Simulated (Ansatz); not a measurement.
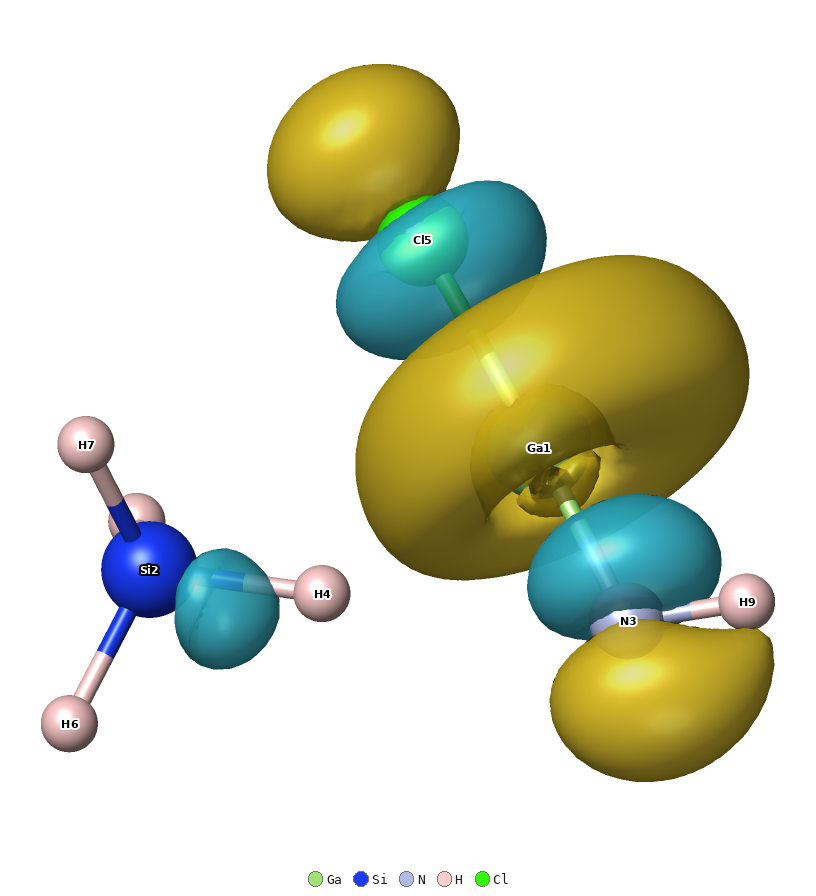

*ClGaHN···SiH4. The LUMO at ±0.1 Å⁻³ᐟ² (yellow and cyan are the two phases), seen at a tilt.*

The product side of a reaction path; geometry: PBE0-D4/def2-TZVP.

These are results of RKS PBE0-D4/def2-TZVPP in Ansatz 0.2.0, not measurements.

```xyz
9

Ga   -1.3846    1.1125    0.0982
Si    1.4058   -0.9111    0.1986
N    -2.1169    0.5891   -1.3702
H     0.1334   -0.3969   -0.4077
Cl   -0.4314    1.7050    1.8878
H     1.9176   -1.9617   -0.7122
H     2.3610    0.2155    0.3038
H     1.0941   -1.4685    1.5346
H    -2.9790    1.1162   -1.5329
```

What is the character of this orbital?

Answer. Its weight (Hirshfeld) is mainly on Ga1 (about 45 %), N3 (about 20 %) and Cl5 (about 20 %). Its energy is −1.73 eV.
